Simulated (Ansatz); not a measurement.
## Loss of H2: C2H10InN → C2H8InN + H2

Species: C2H10InN `C[NH+](C)[InH3-]`, singlet; C2H8InN `C[N](C)[InH2]`, singlet; H2 (hydrogen), singlet. This is a balance of energies; it says nothing on the path, which may need atoms to shift.

Shapes, held fixed at every level: PBE0-D4/def2-TZVP. Programs: Ansatz 0.2.0. The zero-point and thermal change to 298 K, harmonic and unscaled (PBE0-D4/def2-TZVP), is -19.5 kJ/mol.

```csv
level,kind,ΔH(298 K) (kJ/mol),less CCSD(T)/def2-TZVPP
HF/def2-TZVPP,Hartree–Fock,+90.0,+12.8
SPW92/def2-TZVPP,LDA,+91.3,+14.1
wB97M-V/def2-TZVPP,range-separated hybrid,+83.5,+6.3
wB97X-V/def2-TZVPP,range-separated hybrid,+83.6,+6.4
CCSD/def2-SVP,coupled cluster or CI,+92.4,+15.2
CCSD/def2-TZVPP,coupled cluster or CI,+81.9,+4.7
CCSD(T)/def2-TZVPP,coupled cluster or CI,+77.2,0.0
```

The highest level, CCSD(T)/def2-TZVPP, gives ΔH(298 K) = +77.2 kJ/mol; the levels span +77.2 to +92.4. The column of differences is taken from that level and isn't an error. No measured value is set beside it here. For atoms past krypton def2 sets carry core potentials with scalar relativity. Outer-core shells of In are correlated, in sets that cover them unevenly. CCSD(T)/def2-TZVPP lies outside the range of all other levels here, so it shouldn't be taken on trust.

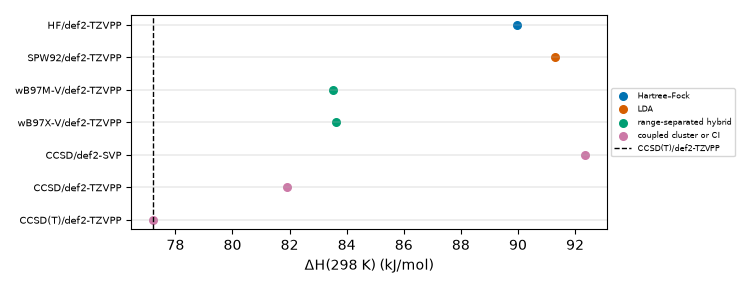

The values of the table, level by level.
